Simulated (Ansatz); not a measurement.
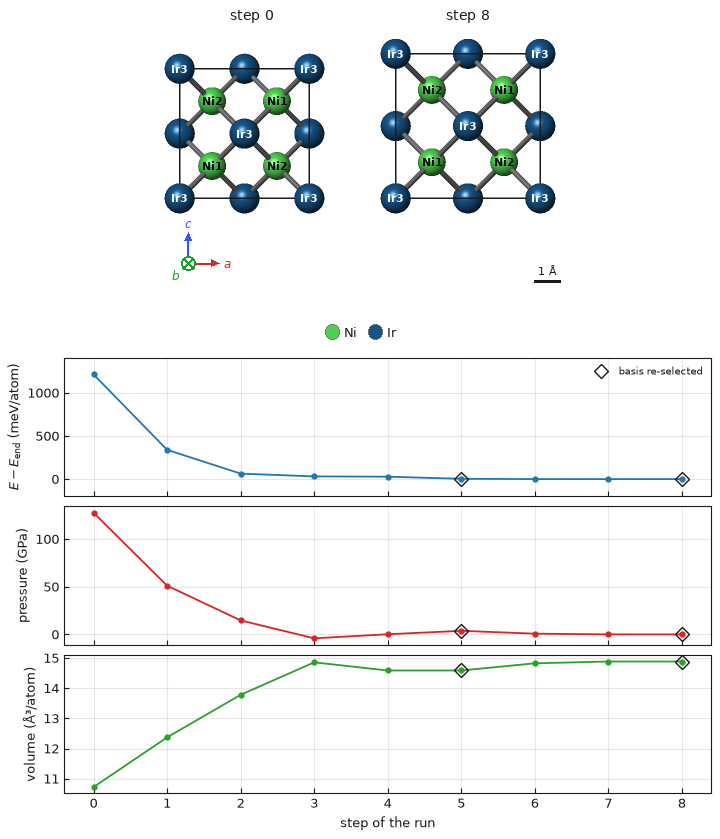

First and last geometry of a relaxation of crystalline Ni$_{2}$Ir (built on the fluorite_225 type) (coarse preliminary run), with the history of the run. The picture is a ball-and-stick view of the conventional cell (4 times the calculation's cell), seen along the b axis. Lengths and directions refer to the drawn axes.

Case: fluorite type (Fm-3m, No. 225).

All numbers below come from DFT PBE, scalar-relativistic, plane waves, PAW (Ansatz). Settings: plane-wave cutoff 420 eV; k-point mesh 6 × 6 × 6; occupations gaussian; smearing width 0.1 eV; no spin polarisation; cell and atoms relaxed; force threshold 0.04 eV/Å; at most 70 steps.

Read the history and describe the run.

It converged. No atom moves by more than 0.005 Å relative to the cell. The volume changes by +38.8 %, with a = b = c 5.049 → 5.632 Å (+11.5 %). Some distances before and after: Ni1–Ir3 2.186 → 2.439 Å. The space group stays Fm-3m (No. 225). Over 6 accepted moves (8 points after the start) the energy falls by 1213 meV per atom. All forces vanish by symmetry, so only the cell relaxes. The pressure goes from 127.62 to 0.05 GPa. At 2 points the geometry stayed and the basis and grid were re-selected for the new cell (energy shift of 24.4 meV per atom at most each time). The run took 12 s on 1 thread of Arm Neoverse V2, with other jobs on the host, peak memory 0.32 GiB.
